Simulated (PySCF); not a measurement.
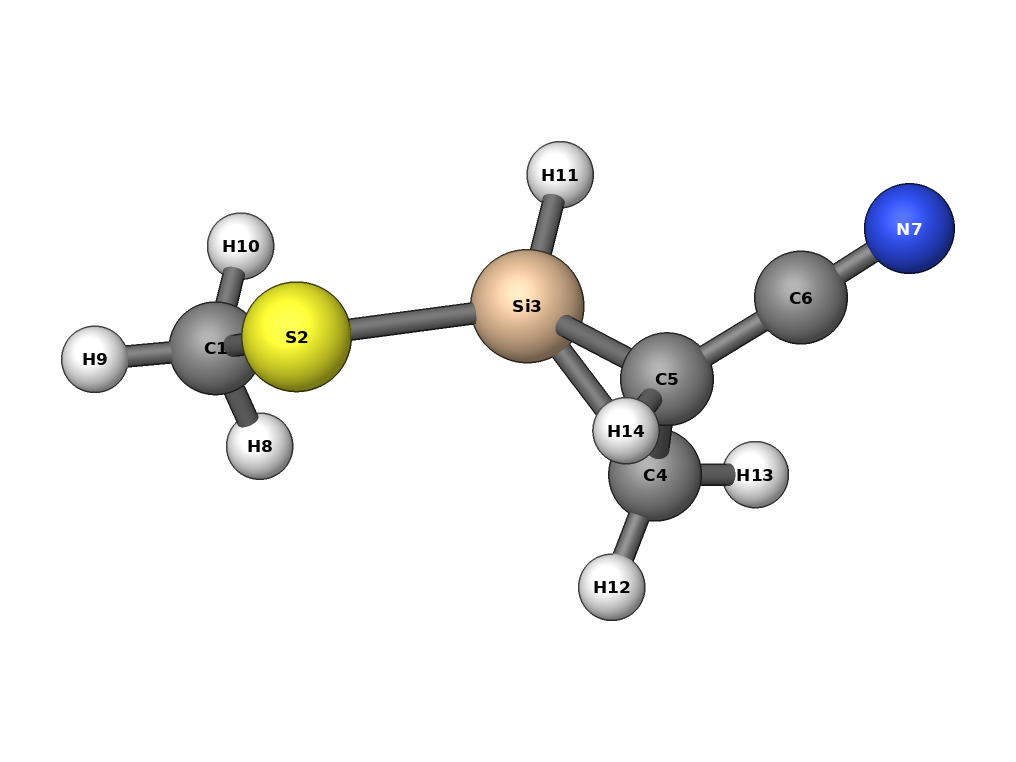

Computed geometry: GFN2-xTB optimisation. No frequency run is at hand to confirm it as a minimum. Method: GIAO PBE0/pcSseg-1 NMR shielding, non-relativistic, gas phase (PySCF 2.14.0). Principal shieldings σ11 ≤ σ22 ≤ σ33, span Ω = σ33 − σ11, skew κ = 3(σiso − σ22)/Ω.

Give the shielding tensors of the N atoms.

```tsv
atom	σ11	σ22	σ33	σiso	Ω	κ
N7	−205.6	−165.3	295.2	−25.2	500.8	0.84
```

Shieldings and span in ppm.

The geometry is semi-empirical. Around Si such bond lengths and angles can be off by a tenth of an ångström or more and by several degrees, and values that hang on the shape move with them.
